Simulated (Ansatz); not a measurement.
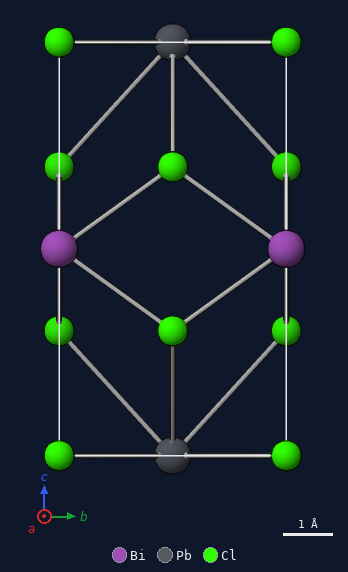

This is the input geometry for a relaxation of crystalline BiPbCl5 (a generated structure, set up in P4/mmm). A ball-and-stick model of the cell of the calculation, seen along the a axis.

Level of theory: DFT PBE, scalar-relativistic, plane waves, PAW in Ansatz.

Input
```yaml
crystal:
  lattice:
    - [4.65295209, 0.0, 0.0]
    - [0.0, 4.65295209, 0.0]
    - [0.0, 0.0, 8.4669765]
  atoms:
    - { symbol: Bi, position: [0.0, 0.0, 0.5] }
    - { symbol: Pb, position: [0.5, 0.5, 0.0] }
    - { symbol: Cl, position: [0.0, 0.5, 0.30174458] }
    - { symbol: Cl, position: [0.0, 0.5, 0.69825542] }
    - { symbol: Cl, position: [0.5, 0.0, 0.30174458] }
    - { symbol: Cl, position: [0.5, 0.0, 0.69825542] }
    - { symbol: Cl, position: [0.0, 0.0, 0.0] }
basis:
  ecutwfc: 420
kpoints:
  mp_grid: { grid: [6, 6, 4] }
hamiltonian:
  xc: pbe
scf:
  occupations: { method: gaussian, width: 0.02 }
output:
  forces: true
  stress: true
  eigenvalues: true
  write_density: true
  write_potential: true
  elf: true
  volumetric_format: npy
relax:
  adjacent_minimum: "off"
  f_tol: 0.01
  max_steps: 80
  cell: { stress_tol: 0.05 }
```

Run as
```bash
ansatz run input.yaml --threads 1 --pin off --max-ram 2560MiB --backend cpu --events-out ev --progress --plain --runs-dir out
```

> What does the optimiser find from here?

The energy falls by 58.2 meV per cell of the calculation in 5 accepted moves (6 points after the start). The largest force component goes from 0.087 to 0.00035 eV/Å. The pressure goes from −0.48 to 0.00 GPa. At 1 point the geometry stayed and the basis and grid were re-selected for the new cell (energy shift of 0.3 meV per cell of the calculation at most each time). The largest moves relative to the cell, 0.056 Å, are those of Cl3, Cl4, Cl5 and Cl6. Cl3 goes along −c. Pb and Bi stay in place. The drawn cell changes as follows: a = b 4.653 → 4.707 Å (+1.2 %), c 8.467 → 8.055 Å (−4.9 %); the volume changes by −2.6 %. Some distances before and after: Pb2–Cl3 3.455 → 3.343 Å, Pb2–Cl7 3.290 → 3.328 Å, Bi1–Cl3 2.869 → 2.876 Å. The space group stays P4/mmm (No. 123). The run took 83 s on 1 thread of Arm Neoverse V2 (shared host), peak memory 0.51 GiB.

The structure at the end:

```
Bi Pb Cl
1.0
     4.70719    0.00000    0.00000
     0.00000    4.70719    0.00000
     0.00000    0.00000    8.05513
Bi Pb Cl
1 1 5
Direct
  0.00000 0.00000 0.50000
  0.50000 0.50000 0.00000
  0.00000 0.50000 0.29478
  0.00000 0.50000 0.70522
  0.50000 0.00000 0.29478
  0.50000 0.00000 0.70522
  0.00000 0.00000 0.00000
```

After the run, drawn alike:

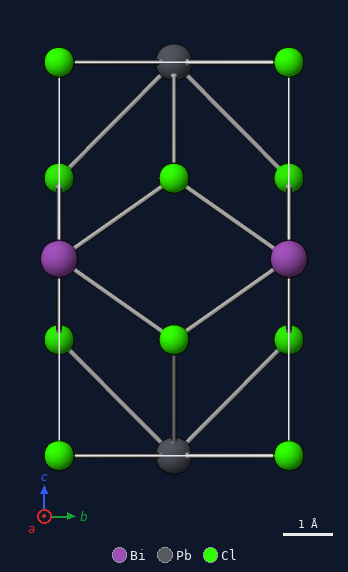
